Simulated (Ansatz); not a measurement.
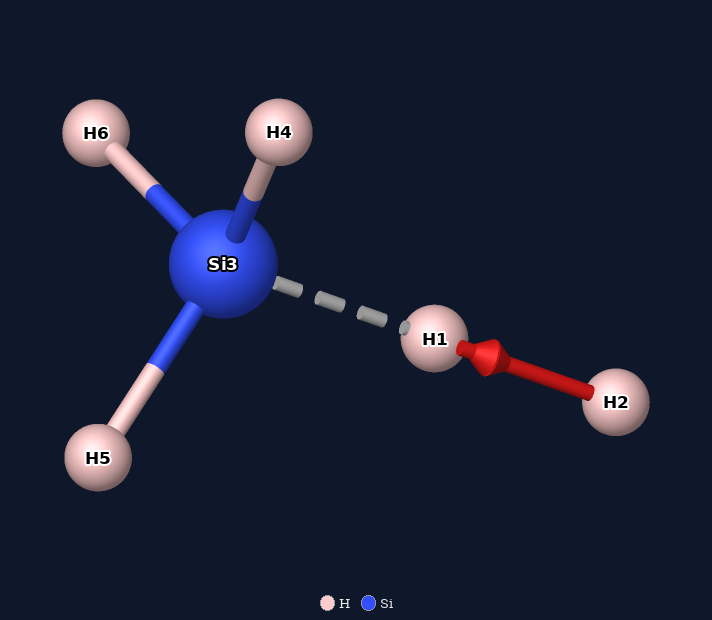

The arrows show one normal mode. Broken sticks mark bonds that form or break. Charge 0, doublet. Harmonic vibrations computed with UKS PBE0-D4/def2-TZVP (Ansatz 0.2.0) at a stationary point of the same level. It is a saddle point of order 1.

### At what wavenumber does it lie?

694i cm⁻¹; it is mode 1 of 12 counted from the lowest. It is the reaction coordinate: H1–Si3 forms (1.55 Å), H1–H2 breaks (1.33 Å), or the reverse.
